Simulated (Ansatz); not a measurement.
# CH4BNS: the cost of one run

Program: Ansatz 0.2.0. Level of theory: RKS PBE0-D4/def2-SVP. These are calculated values, not measurements.

## 1. The system as given

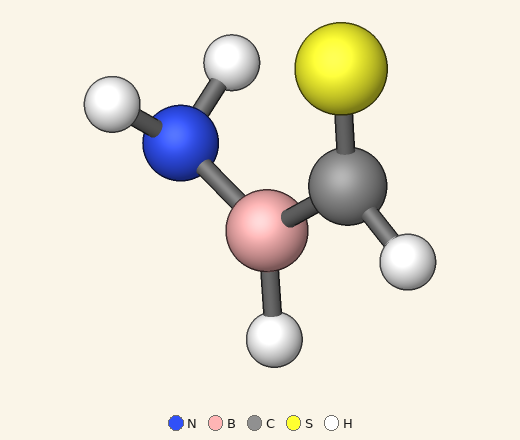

The starting structure, seen from a free direction (nitrogen blue, boron pink, carbon grey, sulfur yellow, hydrogen white).

Coordinates:

```xyz
8

N    -0.4900    1.2586   -0.3961
B     0.4416    0.3938    0.3233
C     0.3077   -1.1690    0.2515
S    -0.6185   -1.8155   -0.4886
H    -0.4985    1.0495   -1.4400
H    -1.4975    1.0881   -0.0649
H     1.3416    0.8879    0.9604
H     1.1057   -1.7505    0.7987
```

## 2. Relaxing the start

The input, input.yaml:

```yaml
crystal:
  periodic: [false, false, false]
  atoms:
    - { symbol: "N", position_ang: [-0.49, 1.2586, -0.3961] }
    - { symbol: B, position_ang: [0.4416, 0.3938, 0.3233] }
    - { symbol: C, position_ang: [0.3077, -1.169, 0.2515] }
    - { symbol: S, position_ang: [-0.6185, -1.8155, -0.4886] }
    - { symbol: H, position_ang: [-0.4985, 1.0495, -1.44] }
    - { symbol: H, position_ang: [-1.4975, 1.0881, -0.0649] }
    - { symbol: H, position_ang: [1.3416, 0.8879, 0.9604] }
    - { symbol: H, position_ang: [1.1057, -1.7505, 0.7987] }
basis:
  gaussian: { orbitals: def2-SVP }
hamiltonian:
  xc: pbe0
  dispersion: d4
relax:
  f_tol: 0.02
  max_steps: 40
scf:
  lower_state_search: "off"
```

On the command line:

```
ansatz run input.yaml --threads 1 --pin off --max-ram 2048MiB --backend cpu --events-out ev --progress --plain --runs-dir out
```

What time and memory should one allow on 1 thread of Arm Neoverse V1, shared host?

About 53 s, with a peak of 0.14 GiB.
